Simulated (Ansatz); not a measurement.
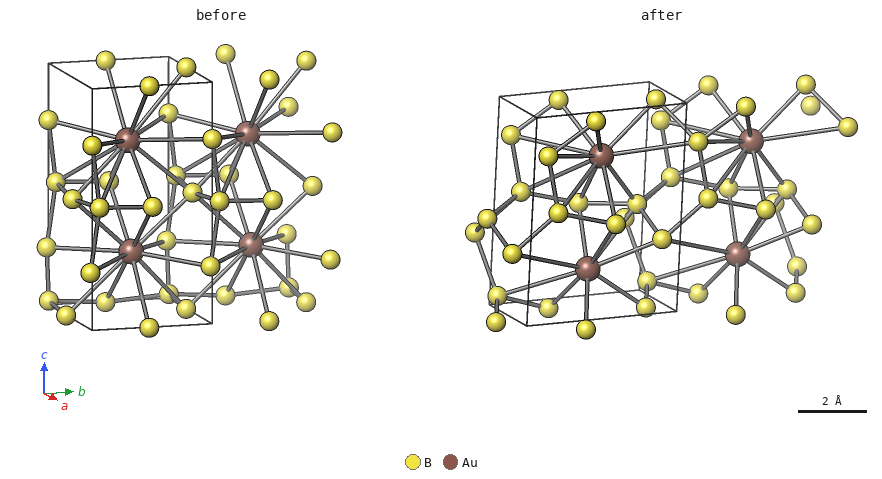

The structure of solid B$_{4}$Au (a generated structure, set up in P1) (coarse preliminary run) before (left) and after (right) a relaxation, at one scale.

A ball-and-stick model of the cell of the calculation, repeated 1 × 2 × 1 with one cell outlined, seen slightly off an axis.

These are results of DFT PBE, scalar-relativistic, plane waves, PAW (Ansatz), not measurements. Set-up: plane-wave cutoff 420 eV; k-point mesh 6 × 6 × 4; occupations gaussian; smearing width 0.2 eV; no spin polarisation; cell and atoms relaxed; force threshold 0.025 eV/Å; at most 60 steps.

Describe what moved and what it gained.

Answer. The run was cut off at its time limit before the relaxation converged, so the last structure is only a point on the way. The energy falls by 828 meV per atom in 8 geometry steps. Largest force component: 2.7 eV/Å at the start, 0.89 eV/Å at the end. Pressure: −1.86 GPa at the start and 0.68 GPa at the end. The largest move relative to the cell is that of a B atom, 0.91 Å roughly along [−3 −3 −1]. By element the largest moves are B 0.91 Å, Au 0.45 Å. The drawn cell changes as follows: a 3.703 → 3.223 Å (−13.0 %), b 3.789 → 4.730 Å (+24.8 %), c 7.290 → 6.280 Å (−13.9 %), α 91.6° → 86.6°, β 89.9° → 88.8°, γ 90.7° → 91.1°; the volume changes by −6.6 %. Near-neighbour distances that change, for instance: Au–B 2.414 → 3.838 Å, B–B 1.977 → 3.115 Å, B–B 2.678 → 1.721 Å, B–B 2.653 → 1.737 Å. Bonds break: Au–B (2.57 → 3.39 Å), B–B (1.98 → 3.11 Å). Among the angles between lasting bonds that change: B–B–Au 91.6° → 160.2°, B–B–B 169.8° → 111.4°, B–B–Au 94.9° → 149.9°. The space group stays P1 (No. 1). The run took 5.5 min on 1 thread of Arm Neoverse V2 (shared host), peak memory 0.49 GiB.
